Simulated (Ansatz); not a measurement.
## Electronic structure of H10Si4···PH3 in real space

Input file:

```
crystal:
  periodic: [false, false, false]
  atoms:
    - { symbol: Si, position_ang: [0.006412, -0.123009, -0.086135] }
    - { symbol: H, position_ang: [-0.053826, -0.180253, 1.379782] }
    - { symbol: Si, position_ang: [2.228936, 0.168214, -0.840109] }
    - { symbol: H, position_ang: [2.760073, -1.063539, -1.487469] }
    - { symbol: H, position_ang: [2.286084, 1.272315, -1.837118] }
    - { symbol: H, position_ang: [3.124777, 0.515628, 0.298026] }
    - { symbol: Si, position_ang: [-1.154295, 1.851092, -0.693091] }
    - { symbol: H, position_ang: [-2.59869, 1.761474, -0.332006] }
    - { symbol: H, position_ang: [-0.584603, 3.042421, -0.000188] }
    - { symbol: H, position_ang: [-1.066738, 2.091472, -2.161365] }
    - { symbol: Si, position_ang: [-1.156499, -1.888747, -1.135032] }
    - { symbol: H, position_ang: [-2.237642, -2.396922, -0.245803] }
    - { symbol: H, position_ang: [-1.78134, -1.383255, -2.389426] }
    - { symbol: H, position_ang: [-0.266748, -3.028246, -1.489344] }
    - { symbol: P, position_ang: [1.300279, -2.706647, 1.733133] }
    - { symbol: H, position_ang: [-0.085703, -2.855147, 1.462111] }
    - { symbol: H, position_ang: [1.638963, -2.356721, 0.40203] }
    - { symbol: H, position_ang: [1.15726, -1.36513, 2.169504] }
basis:
  gaussian: { orbitals: "6-31G*" }
hamiltonian:
  xc: b3lyp
relax:
  f_tol: 0.03
  max_steps: 50
output:
  orbitals: {}
```

Launched as:

```sh
ansatz run input.yaml --threads 4 --pin off --max-ram 5120MiB --backend cpu --events-out ev --progress --plain --runs-dir out
```

The fields are those of the run's last geometry, not of the input's.

Theory: Ansatz 0.2.0, RKS B3LYP/6-31G*.

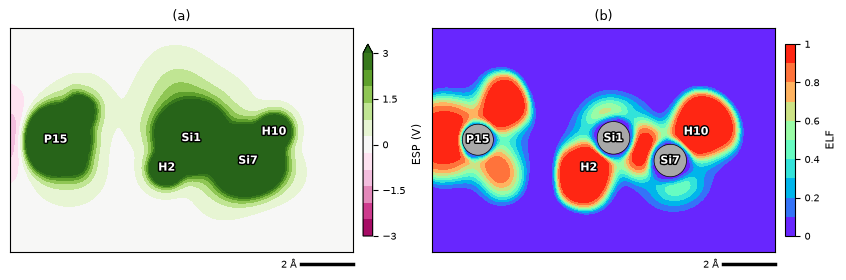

Figure 1. (a) molecular electrostatic potential; (b) ELF on the plane of atoms H2, Si1 and Si7. Grey discs cover the atomic cores in the ELF map.

### What do the fields say about this system?

The section cuts through Si, H and P sites. Si–Si (2.36 Å): the ELF peaks at about 1 between the atoms; a shared electron pair. Si–H (1.50 Å): the ELF climbs to about 1 towards the hydrogen, as it does in any bond to H. The ELF also peaks beside P15, away from the bonds: lone-pair regions. Outside the dense part of the complex the potential is most negative (−1.2 V) near P15.

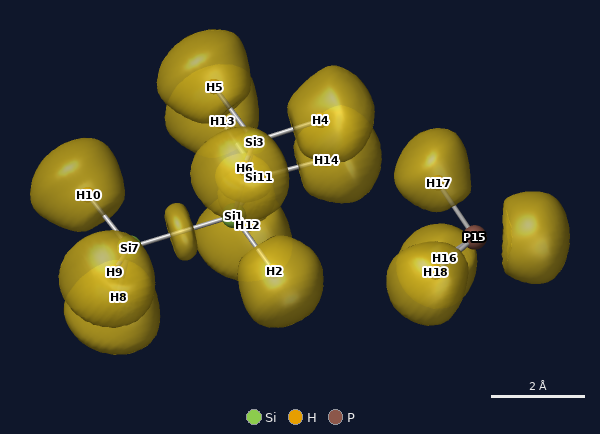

Figure 2. Isosurface of the electron localisation function at 0.9 (yellow), seen from one side. Core shells and regions of very low density are left out.

### Identify the bonds, lone pairs and shells in this picture.

At this value the surface marks out three regions between bonded Si–Si atoms (shared pairs), 13 regions around hydrogen nuclei and one lobe on P, pointing away from the bonds (lone pairs).


 P–H (1.42 Å): the ELF climbs to about 1 towards the hydrogen.

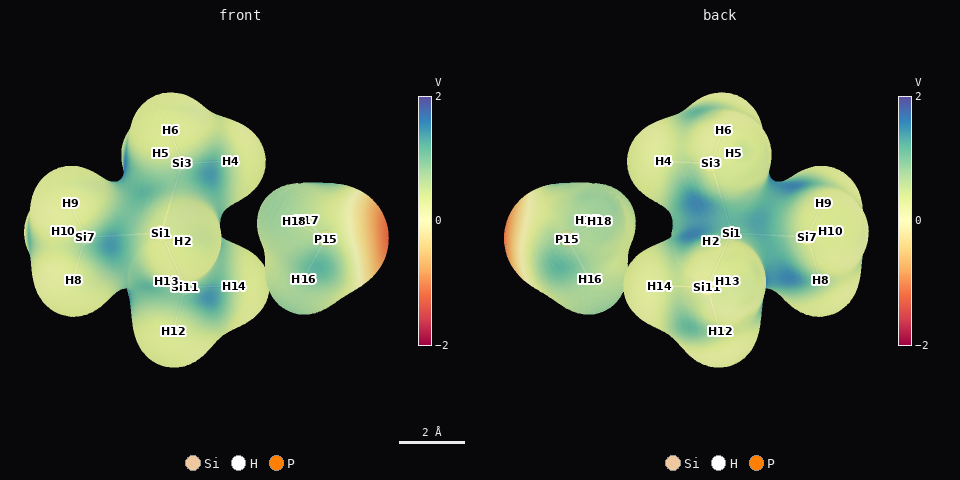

Figure 3. The electrostatic potential painted on the density surface at 0.004 e/bohr³, seen from the front and from behind; the colour scale runs from red (negative) to blue (positive).

### Describe the electrostatic potential map.

The most negative region (about −1.1 V) lies over P15, the most positive (about +1.6 V) over Si3, Si7 and Si11.

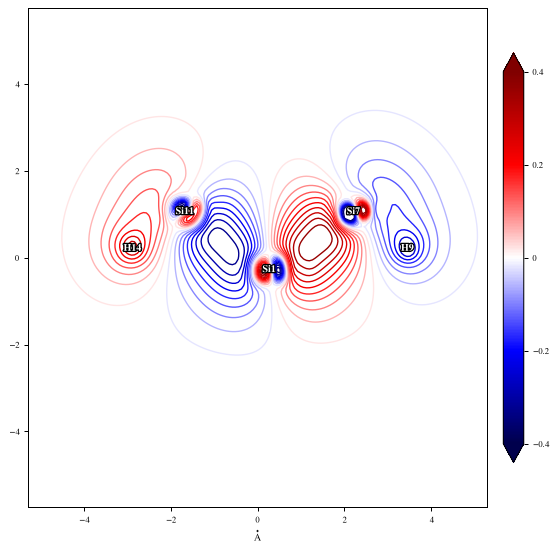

Figure 4. The HOMO−1 on the plane of atoms Si1, Si7 and H9 (values in Å⁻³ᐟ²; the overall sign is arbitrary).

### Describe this orbital and give its energy.

It lies mainly on Si1 (about 35 %), Si7 (about 25 %) and Si11 (about 20 %). Its energy is −7.79 eV.
